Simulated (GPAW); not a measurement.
# O K ELNES/XANES of La2O3 (P-3m1) from DFT, part 2 of 4

Aim: the dependence of the O K near-edge features of La2O3 (P-3m1) on volume.

GPAW 26.7.0; X-ray absorption from dipole matrix elements to empty bands, plane-wave PAW LDA.

So far. Step 2 (The field without a hole): The mesh shows a gap of 3.82 eV, so the hole is first treated in a charged cell, without the excited electron.

## Step 4: Spectrum with FCH, O atom 3

The holes are 6.8 Å apart. In GPAW the data set carries the hole's charge, so charge=0 means a charged cell and charge=-1 a neutral one. The excited electron is left out and a uniform background balances the charge. After the field has converged, empty bands are computed with the density fixed and the dipole matrix elements are summed.

The absorber has 6 La at 2.72 Å (octahedral, site symmetry -3m).

Input file xas.py:

```python
import numpy as np
from ase import Atoms
from ase.parallel import parprint, paropen
from gpaw import GPAW, PW, FermiDirac, Mixer, MixerDif, setup_paths
from gpaw.test import gen
setup_paths.insert(0, '.')
gen('O', name='fch1s', xcname='LDA', corehole=(1, 0, 1), write_xml=True)
from gpaw.mpi import world
world.barrier()

atoms = Atoms('La6O9',
    cell=[[-5.89616682, 3.4041535, 0],
     [-5.89616682, -3.4041535, 0],
     [3.93077788, 0, 6.11195352]],
    scaled_positions=[[0.41541189, 0.74874523, 0.24623568],
     [0.74874523, 0.08207856, 0.24623568],
     [0.08207856, 0.41541189, 0.24623568],
     [0.25125477, 0.91792144, 0.75376432],
     [0.58458811, 0.25125477, 0.75376432],
     [0.91792144, 0.58458811, 0.75376432],
     [0, 0, 0],
     [0.33333333, 0.33333333, 0],
     [0.66666667, 0.66666667, 0],
     [0.54863022, 0.88196355, 0.64589065],
     [0.88196355, 0.21529688, 0.64589065],
     [0.21529688, 0.54863022, 0.64589065],
     [0.11803645, 0.78470312, 0.35410935],
     [0.45136978, 0.11803645, 0.35410935],
     [0.78470312, 0.45136978, 0.35410935]],
    pbc=True)
atoms.calc = calc = GPAW(legacy_gpaw=True, mode=PW(500, force_complex_dtype=True), xc='LDA', setups={6: 'fch1s'},
    kpts={'size': (3, 3, 3), 'gamma': True}, occupations=FermiDirac(0.02),
    charge=0, mixer=Mixer(0.1, 5, 50), maxiter=150,
    convergence={'density': 0.0001, 'eigenstates': 1e-6}, txt='scf.txt')
energy = atoms.get_potential_energy() + calc.get_reference_energy()
ef = calc.get_fermi_level()
out = dict(energy=energy, fermi=ef, forces=atoms.get_forces().tolist())
parprint(f'all-electron energy {energy:.4f} eV, Fermi level {ef:.4f} eV')
ev = np.array([[calc.get_eigenvalues(k, s) for k in range(len(calc.get_ibz_k_points()))] for s in range(calc.get_number_of_spins())])
out['homo'], out['lumo'], out['counts'] = ev[ev < ef].max(), ev[ev > ef].min(), sorted(set((ev < ef).sum((0, 2)).tolist()))
out['filled'] = (ev[:, 0] < ef).sum(1).tolist()

from ase.units import Ha
from gpaw.xas import dipole_matrix_elements
nb = int(calc.get_number_of_electrons() / 2) + 179
top, nb = nb, nb + 8 + nb // 12
nscf = calc.fixed_density(kpts={'size': (4, 4, 4), 'gamma': True}, nbands=nb,
    convergence={'bands': top, 'eigenstates': 5e-3}, maxiter=60, txt='nscf.txt')
cell = atoms.cell.array
ops = [cell.T @ U.T @ np.linalg.inv(cell.T) for U in nscf.wfs.kd.symmetry.op_scc]
filled = [60]  # bands filled in the ground state, by spin
E = np.arange(-6, 34, 0.1)
fwhm = np.interp(E, [4, 25], [0.9, 3.5])
Y, X, zero, highest = 0, 0, 1e9, 1e9
for spin in range(nscf.get_number_of_spins()):
    wfs = nscf.wfs
    mine = wfs.bd.get_slice()  # this rank's bands
    A = dipole_matrix_elements(wfs.setups[6])
    eps = np.zeros((wfs.kd.nibzkpts, nb))
    d = np.zeros((3, A.shape[1], wfs.kd.nibzkpts, nb), complex)
    for kpt in wfs.kpt_u:
        if kpt.s == spin and 6 in kpt.P_ani:
            eps[kpt.k, mine] = kpt.eps_n * Ha
            d[:, :, kpt.k, mine] = (kpt.weight * wfs.nspins / 2) ** 0.5 * np.inner(A, kpt.P_ani[6])
    world.sum(eps)
    world.sum(d)
    T = np.einsum('amkn,bmkn->abkn', d, d.conj()).real
    T = sum(np.einsum('ai,ijkn,bj->abkn', R, T, R) for R in ops) / len(ops)
    empty = np.ones_like(eps, bool) & (np.arange(nb) >= filled[spin])
    zero, highest = min(zero, eps[empty].min()), min(highest, eps[:, top - 1].min())
    lines = [(eps, T, empty)] if spin == 0 else lines + [(eps, T, empty)]
for eps, T, empty in lines:
    f = np.einsum('aakn->akn', T).reshape(3, -1)
    x = eps.ravel() - zero
    w = np.interp(x, E, fwhm) / 2.35482
    g = np.exp(-0.5 * ((E[:, None] - x) / w) ** 2) / (w * (2 * np.pi) ** 0.5)
    Y = Y + (f * empty.ravel()) @ g.T
    X = X + (f * ~empty.ravel()) @ g.T
out.update(E=E.round(2).tolist(), xas=Y.tolist(), xes=X.tolist(), zero=zero, valid=highest - zero, nk=len(eps), nb=nb)
for i in range(0, len(E), 10):
    parprint(f'{E[i]:7.2f}', *(f'{v:10.3e}' for v in Y[:, i]))
import json
with paropen('out.json', 'w') as f:
    json.dump(out, f)
```

On the command line:

```console
$ OMP_NUM_THREADS=1 mpirun -n 4 gpaw python xas.py
```

Numbers of over 12 decimals in the logs are rounded to 6 here.

The program printed:

```text
Input parameters:
  convergence: {density: 0.0001,
                eigenstates: 1e-06}
  kpts: {gamma: True,
         size: (3, 3, 3)}
  maxiter: 150
  mixer: {backend: pulay,
          beta: 0.1,
          method: separate,
          nmaxold: 5,
          weight: 50}
  mode: {ecut: 500.0,
         force_complex_dtype: True,
         name: pw}
  occupations: {fixmagmom: False,
                name: fermi-dirac,
                width: 0.02}
  setups: {6: fch1s}

Initialize ...

[... PAW data sets ...]

Reference energy: -1403332.243355  # eV

Spin-paired calculation

[... convergence settings ...]
Symmetries present (total): 2
  [... symmetry matrices ...]

27 k-points: 3 x 3 x 3 Monkhorst-Pack grid
14 k-points in the irreducible part of the Brillouin zone
       k-points in crystal coordinates                weights
   0:     0.00000000    0.00000000    0.00000000          1/27
   1:     0.00000000    0.00000000    0.33333333          2/27
   2:     0.00000000    0.33333333   -0.33333333          2/27
   3:     0.00000000    0.33333333    0.00000000          2/27
   4:     0.00000000    0.33333333    0.33333333          2/27
   5:     0.33333333   -0.33333333   -0.33333333          2/27
   6:     0.33333333   -0.33333333    0.00000000          2/27
   7:     0.33333333   -0.33333333    0.33333333          2/27
   8:     0.33333333    0.00000000   -0.33333333          2/27
   9:     0.33333333    0.00000000    0.00000000          2/27
          ...
  13:     0.33333333    0.33333333    0.33333333          2/27

Wave functions: Plane wave expansion
  Cutoff energy: 500.000 eV
  Number of coefficients (min, max): 6219, 6244
  Pulay-stress correction: 0.000000 eV/Ang^3 (de/decut=0.000000)
  Using FFTW library
  Wavefunction extrapolation:
    Improved wavefunction reuse through dual PAW basis

Occupation numbers: Fermi-Dirac:
  width: 0.0200  # eV

Eigensolver
   Davidson(niter=2)

Densities:
  Coarse grid: 36*36*40 grid
  Fine grid: 72*72*80 grid
  Total Charge: 1.000000

Density mixing:
  Method: separate
  Backend: pulay
  Linear mixing parameter: 0.1
  old densities: 5
  Width of damping distribution: 1.1
  Damping of long wavelength oscillations: 50

[... Hamiltonian set-up ...]
Number of atoms: 15
Number of atomic orbitals: 156
Number of bands in calculation: 76
Number of valence electrons: 120
Bands to converge: occupied

... initialized

Initializing position-dependent things.

Density initialized from atomic densities
Creating initial wave functions:
  76 bands from LCAO basis set

              La       La
                   O
                 La
             O        O
              O    La  O

             La  O    La
        O         O         O

Atomic positions and initial magnetic moments

Positions:
   0 La    -5.896167   -1.134718    1.504981    ( 0.0000,  0.0000,  0.0000)
   1 La    -3.930778    2.269436    1.504981    ( 0.0000,  0.0000,  0.0000)
   2 La    -1.965389   -1.134718    1.504981    ( 0.0000,  0.0000,  0.0000)
   3 La    -3.930778   -2.269436    4.606972    ( 0.0000,  0.0000,  0.0000)
   4 La    -1.965389    1.134718    4.606972    ( 0.0000,  0.0000,  0.0000)
   5 La    -5.896167    1.134718    4.606972    ( 0.0000,  0.0000,  0.0000)
   6 O      0.000000    0.000000    0.000000    ( 0.0000,  0.0000,  0.0000)
[...]
12 O     -3.930778   -2.269436    2.164300    ( 0.0000,  0.0000,  0.0000)
  13 O     -1.965389    1.134718    2.164300    ( 0.0000,  0.0000,  0.0000)
  14 O     -5.896167    1.134718    2.164300    ( 0.0000,  0.0000,  0.0000)

Unit cell:
           periodic     x           y           z      points  spacing
  1. axis:    yes   -5.896167    3.404154    0.000000    36     0.1559
  2. axis:    yes   -5.896167   -3.404154    0.000000    36     0.1559
  3. axis:    yes    3.930778    0.000000    6.111954    40     0.1528

  Lengths:   6.808307   6.808307   7.266842
  Angles:  117.933742 117.933742  60.000000

Effective grid spacing dv^(1/3) = 0.1679

iter:   1  -183.085337
iter:   2  -172.451189   +0.21  -0.85
iter:   3  -160.923412   +0.93  -0.95
iter:   4  -161.822692   +0.22  -1.34
iter:   5  -163.154826   +0.05  -1.41
iter:   6  -161.849027   -0.15  -1.48
iter:   7  -162.067784   -0.75  -1.94
iter:   8  -162.394306   -0.17  -1.85
[...]
iter:  13  -161.912094   -0.86  -1.64
iter:  14  -161.844561   -0.40  -1.95
iter:  15  -161.871219   -1.31  -2.23
iter:  16  -161.885881c  -1.66  -2.47
iter:  17  -161.891850c  -1.91  -2.62
iter:  18  -161.896155c  -2.03  -2.71
iter:  19  -161.891962c  -2.77  -2.70
iter:  20  -161.913202c  -1.51  -2.84
iter:  21  -161.893017c  -2.49  -2.55
iter:  22  -161.891065c  -2.47  -2.94
[...]
iter:  26  -161.891435c  -4.50  -3.80
iter:  27  -161.891477c  -4.56  -4.00c
iter:  28  -161.891428c  -4.19  -3.81
iter:  29  -161.891431c  -4.93  -4.25c
iter:  30  -161.891459c  -4.67  -4.42c
iter:  31  -161.891431c  -5.30  -3.98
iter:  32  -161.891432c  -5.19  -4.50c
iter:  33  -161.891433c  -5.89  -4.86c
iter:  34  -161.891433c  -5.87  -5.04c
iter:  35  -161.891433c  -6.36c -4.92c

Converged after 35 iterations.

Dipole moment: (-0.000000, -0.000000, -0.000000) |e|*Ang

Energy contributions relative to reference atoms: (reference = -1403332.243355)

Kinetic:       +104.639117
Potential:     -125.434768
External:        +0.000000
XC:            -138.182737
Entropy (-ST):   -0.000000
Local:           -2.913045
SIC:             +0.000000
--------------------------
Free energy:   -161.891433
Extrapolated:  -161.891433

Showing only first 2 kpts
 Kpt  Band  Eigenvalues  Occupancy
  0    58      7.62984    2.00000
  0    59      7.67562    2.00000
  0    60     11.74739    0.00000
  0    61     11.75322    0.00000

  1    58      7.61591    2.00000
  1    59      7.71093    2.00000
  1    60     11.52221    0.00000
[...]
Fermi level: 8.93176

Gap: 3.794 eV
Transition (v -> c):
  (s=0, k=2, n=59, [0.00, 0.33, -0.33]) -> (s=0, k=1, n=60, [0.00, 0.00, 0.33])
Direct/indirect transitions are different
Direct gap: 3.811 eV
Transition at: (s=0, k=1, n=59, [0.00, 0.00, 0.33])

Forces in eV/Ang:
  0 La    0.00517    1.10975    0.75074
  1 La    0.95853   -0.55937    0.75084
  2 La   -0.96366   -0.55042    0.75083
  3 La   -0.95853    0.55937   -0.75084
  4 La   -0.00517   -1.10975   -0.75074
  5 La    0.96366    0.55042   -0.75083
  6 O     0.00000    0.00000    0.00000
[...]
12 O    -0.09739   -0.05380   -0.22323
 13 O     0.09546   -0.05760   -0.22323
 14 O     0.00233    0.11133   -0.22323
Scalar-relativistic atomic LDA calculation for O (Oxygen, Z=8)
Core hole in 1s state (1s occupation: 1.0)
300 radial gridpoints.
|------------------------------------------------|
|------------------------------------------------|
[... the atom generator's iteration count ...]

Energy contributions:
-------------------------
Kinetic:      +54.046737
XC:            -5.876031
Potential:   -102.458324
-------------------------
Total:        -54.287618

state      eigenvalue         ekin         rmax
-----------------------------------------------
1s^1.0 :   -21.731873    30.611423        0.127
2s^2.0 :    -1.594915     4.066245        0.801
2p^4.0 :    -1.067100     3.825706        0.682
-----------------------------------------------
(units: Bohr and Hartree)

Generating PAW setup
Kinetic energy of the core from tauc = 30.636371
Cutoffs:
rc(s)=1.300
rc(p)=1.130
rc(d)=1.170
rc(vbar)=1.300
rc(comp)=1.260
rc(nct)=1.300

Kinetic energy of the core states: 30.611423
Charge: 1.0
Core electrons: 1.0
Valence electrons: 6.0
Pseudo-core charge: 0.000198
Shape function alpha=6.299
Pseudo-electron charge 5.280306
state    eigenvalue         norm
--------------------------------
2s(2) :    -1.594915     1.065643
*s    :    -0.594915
2p(4) :    -1.067100     0.787205
*p    :    -0.067100
*d    :     0.000000
--------------------------------

Diagonalizing with gridspacing h=0.050

state   all-electron     PAW
-------------------------------
2s:      -1.594915    -1.596334
2p:      -1.067100    -1.073375
*d:                   -0.060686
*f:                   -0.013559
-------------------------------
all-electron energy -1403494.1348 eV, Fermi level 8.9318 eV
[...]
31.00  3.954e-05  3.952e-05  5.641e-05
  32.00  4.061e-05  4.052e-05  5.618e-05
  33.00  4.155e-05  4.129e-05  5.264e-05
```

Wall time 9.8 min (4 MPI ranks of Arm Neoverse V1, shared host); peak memory 0.84 GiB; 39 min of CPU time.

The O K spectrum, O atom 3, full core hole (charged cell) (energy from the lowest empty level; intensity scaled to a mean of 1 over the first 20 eV; polarised curves are means over the symmetry-equivalent atoms):

```tsv
E (eV)	isotropic	ε ⊥ c	ε ∥ c
-2.0	0.00	0.00	0.00
-0.5	0.02	0.02	0.02
1.0	2.29	2.57	1.75
2.5	1.59	1.99	0.81
4.0	0.95	0.41	2.05
5.5	1.67	1.66	1.69
7.0	0.91	1.28	0.17
8.5	0.55	0.64	0.36
10.0	0.67	0.50	1.02
11.5	0.46	0.39	0.62
13.0	0.63	0.50	0.90
14.5	0.79	0.66	1.06
16.0	0.80	0.85	0.70
17.5	0.78	0.90	0.53
19.0	0.91	1.07	0.58
20.5	0.97	1.04	0.82
22.0	1.04	1.02	1.09
23.5	1.10	1.03	1.25
25.0	1.03	1.00	1.10
26.5	0.91	0.93	0.86
28.0	0.77	0.76	0.78
```

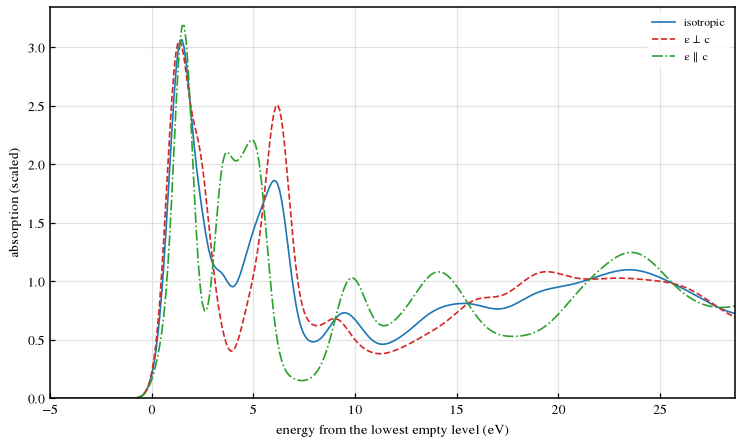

The O K edge, O atom 3, full core hole (charged cell): main maxima at 1.5, 6.0 and 23.5 eV.

Main maxima below 24 eV (height): 1.5 eV (3.07), 6.0 eV (1.86), 9.5 eV (0.73) and 23.5 eV (1.10). A K edge sees empty p states on the absorber.

The hole costs E(hole) − E(ground) = 523.16 eV, and the lowest empty level of the hole cell on the spectrum's mesh lies at 11.45 eV, which puts the zero at 534.61 eV. One term is added: -8.83 eV, since the hole is spin-paired here and a spin-polarised one costs that much less in the free atom (computed apart). The photon energy is then 525.78 eV. The functional and the charged cell's background leave an error in such absolute values: in the free atom LDA prices this hole 4.1 eV below PBE (computed apart), and PBE is itself good to a few eV.

## Step 5: Supercell without a hole, the energy reference

The cell changes for the next run, so it gets a reference energy of its own.

The cell differs from the one that the last finished run ended in (a 6.808 → 6.669 Å, b 6.808 → 6.669 Å, c 7.267 → 7.118 Å).

Input file scf.py:

```python
import numpy as np
from ase import Atoms
from ase.parallel import parprint, paropen
from gpaw import GPAW, PW, FermiDirac, Mixer, MixerDif, setup_paths
from gpaw.test import gen
setup_paths.insert(0, '.')
gen('O', name='nch1s', xcname='LDA', corehole=(1, 0, 0), write_xml=True)
from gpaw.mpi import world
world.barrier()

atoms = Atoms('La6O9',
    cell=[[-5.77580311, 3.33466148, 0],
     [-5.77580311, -3.33466148, 0],
     [3.85053541, 0, 5.98718477]],
    scaled_positions=[[0.41541189, 0.74874523, 0.24623568],
     [0.74874523, 0.08207856, 0.24623568],
     [0.08207856, 0.41541189, 0.24623568],
     [0.25125477, 0.91792144, 0.75376432],
     [0.58458811, 0.25125477, 0.75376432],
     [0.91792144, 0.58458811, 0.75376432],
     [0, 0, 0],
     [0.33333333, 0.33333333, 0],
     [0.66666667, 0.66666667, 0],
     [0.54863022, 0.88196355, 0.64589065],
     [0.88196355, 0.21529688, 0.64589065],
     [0.21529688, 0.54863022, 0.64589065],
     [0.11803645, 0.78470312, 0.35410935],
     [0.45136978, 0.11803645, 0.35410935],
     [0.78470312, 0.45136978, 0.35410935]],
    pbc=True)
atoms.calc = calc = GPAW(legacy_gpaw=True, mode=PW(500, force_complex_dtype=True), xc='LDA', setups={6: 'nch1s'},
    kpts={'size': (3, 3, 3), 'gamma': True}, occupations=FermiDirac(0.02),
    charge=0, mixer=Mixer(0.1, 5, 50), maxiter=150,
    convergence={'density': 0.0001, 'eigenstates': 1e-6}, txt='scf.txt')
energy = atoms.get_potential_energy() + calc.get_reference_energy()
ef = calc.get_fermi_level()
out = dict(energy=energy, fermi=ef, forces=atoms.get_forces().tolist())
parprint(f'all-electron energy {energy:.4f} eV, Fermi level {ef:.4f} eV')
ev = np.array([[calc.get_eigenvalues(k, s) for k in range(len(calc.get_ibz_k_points()))] for s in range(calc.get_number_of_spins())])
out['homo'], out['lumo'], out['counts'] = ev[ev < ef].max(), ev[ev > ef].min(), sorted(set((ev < ef).sum((0, 2)).tolist()))
out['filled'] = (ev[:, 0] < ef).sum(1).tolist()
import json
with paropen('out.json', 'w') as f:
    json.dump(out, f)
```

On the command line:

```console
$ OMP_NUM_THREADS=1 mpirun -n 4 gpaw python scf.py
```

The program printed:

```text
Input parameters:
  convergence: {density: 0.0001,
                eigenstates: 1e-06}
  kpts: {gamma: True,
         size: (3, 3, 3)}
  maxiter: 150
  mixer: {backend: pulay,
          beta: 0.1,
          method: separate,
          nmaxold: 5,
          weight: 50}
  mode: {ecut: 500.0,
         force_complex_dtype: True,
         name: pw}
  occupations: {fixmagmom: False,
                name: fermi-dirac,
[...]
2s(2) :    -0.872866     1.079797
*s    :     0.127134
2p(4) :    -0.337925     0.876472
*p    :     0.662075
*d    :     0.000000
--------------------------------

Diagonalizing with gridspacing h=0.050

state   all-electron     PAW
-------------------------------
2s:      -0.872866    -0.873954
2p:      -0.337925    -0.341740
*d:                    0.050276
*f:                    0.077289
-------------------------------
all-electron energy -1404017.4408 eV, Fermi level 9.6853 eV
[key lines of the parts left out:]
Converged after 39 iterations.
Dipole moment: (-0.000000, 0.000000, -0.000000) |e|*Ang
Free energy:   -134.530727
Fermi level: 9.68531
```

It took 3 min on 4 MPI ranks; peak memory 0.41 GiB; 12 min of CPU time.

Reference energy: -1404017.441 eV with the cores included.

## Step 6: Spectrum with FCH, O atom 3

Shorter bonds are expected to push antibonding states and scattering resonances up, and longer ones down; the cell is scaled to test that.

Changed against the first core-hole run: volume scale from 1 to 0.94.

xas.py: that of step 4 with these lines changed.

```diff
@@ -11,5 +11,5 @@
 atoms = Atoms('La6O9',
-    cell=[[-5.89616682, 3.4041535, 0],
-     [-5.89616682, -3.4041535, 0],
-     [3.93077788, 0, 6.11195352]],
+    cell=[[-5.77580311, 3.33466148, 0],
+     [-5.77580311, -3.33466148, 0],
+     [3.85053541, 0, 5.98718477]],
     scaled_positions=[[0.41541189, 0.74874523, 0.24623568],
@@ -44,3 +44,3 @@
 from gpaw.xas import dipole_matrix_elements
-nb = int(calc.get_number_of_electrons() / 2) + 179
+nb = int(calc.get_number_of_electrons() / 2) + 170
 top, nb = nb, nb + 8 + nb // 12
```

On the command line:

```console
$ OMP_NUM_THREADS=1 mpirun -n 4 gpaw python xas.py
```

The program printed:

```text
Input parameters:
  convergence: {density: 0.0001,
                eigenstates: 1e-06}
  kpts: {gamma: True,
         size: (3, 3, 3)}
  maxiter: 150
  mixer: {backend: pulay,
          beta: 0.1,
          method: separate,
          nmaxold: 5,
          weight: 50}
  mode: {ecut: 500.0,
         force_complex_dtype: True,
         name: pw}
  occupations: {fixmagmom: False,
                name: fermi-dirac,
[...]
*p    :    -0.067100
*d    :     0.000000
--------------------------------

Diagonalizing with gridspacing h=0.050

state   all-electron     PAW
-------------------------------
2s:      -1.594915    -1.596334
2p:      -1.067100    -1.073375
*d:                   -0.060686
*f:                   -0.013559
-------------------------------
all-electron energy -1403495.0482 eV, Fermi level 9.6277 eV
[...]
32.00  3.774e-05  3.774e-05  5.533e-05
  33.00  3.683e-05  3.680e-05  5.547e-05
[key lines of the parts left out:]
Converged after 36 iterations.
Dipole moment: (0.000000, 0.000000, -0.000000) |e|*Ang
Free energy:   -162.804830
Fermi level: 9.62767
```

Run time: 9.3 min. Hardware: 4 MPI ranks; peak memory 0.82 GiB.

```tsv
E (eV)	first run	this run
-2.0	0.00	0.00
-1.0	0.00	0.00
0.0	0.19	0.15
1.0	2.29	1.74
2.0	2.33	2.84
3.0	1.16	1.26
4.0	0.95	0.97
5.0	1.43	1.17
6.0	1.86	1.67
7.0	0.91	1.63
8.0	0.48	0.57
9.0	0.67	0.51
10.0	0.67	0.72
11.0	0.48	0.60
12.0	0.50	0.48
13.0	0.63	0.55
14.0	0.76	0.68
15.0	0.81	0.77
16.0	0.80	0.80
17.0	0.76	0.78
18.0	0.82	0.76
19.0	0.91	0.82
20.0	0.95	0.91
21.0	0.99	0.97
22.0	1.04	1.01
23.0	1.09	1.05
24.0	1.09	1.09
25.0	1.03	1.09
26.0	0.95	1.05
27.0	0.86	0.98
```

Against the first run the r.m.s. difference is 18 %. A shift of +0.2 eV leaves 9 %. The highest intensity below 16 eV goes from 1.5 eV (3.07) to 1.7 eV (3.13).

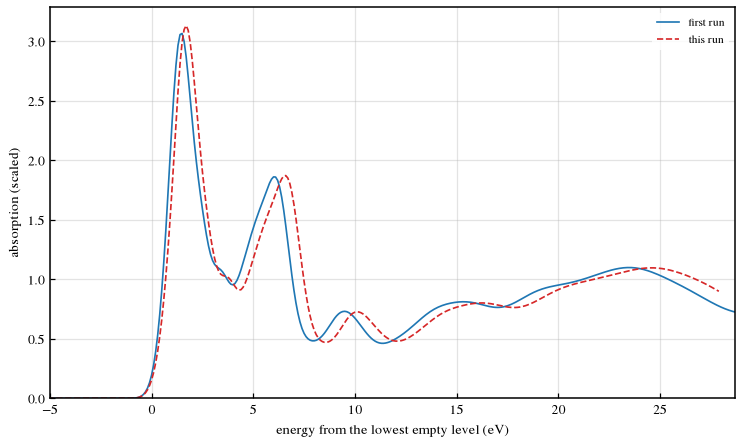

The effect of the change (volume scale from 1 to 0.94).

The photon energy of the zero moves by +0.09 eV.

(Part 2 of 4 ends here.)

[Banner, clock and machine lines of the logs are left out without a mark of their own.]

[Logs are printed without paths, hosts, clocks, repeated set-up lines and the standing remarks that a program may print on its own settings, such as how far it seeks lower states.]

[Hosts, paths, dates, database ids (printed as entryN), source tags and the programs' standing remarks are cut or masked in the printed files.]

[Lists of maxima count a maximum above −3 eV only where it reaches 4 % of the highest in the window and stands out from its surroundings by 2 % of it (1.5 % where it reaches 55 %); shoulders and weaker maxima are passed over, and of the rest the first, up to two pre-edge ones and the few strongest are named.]
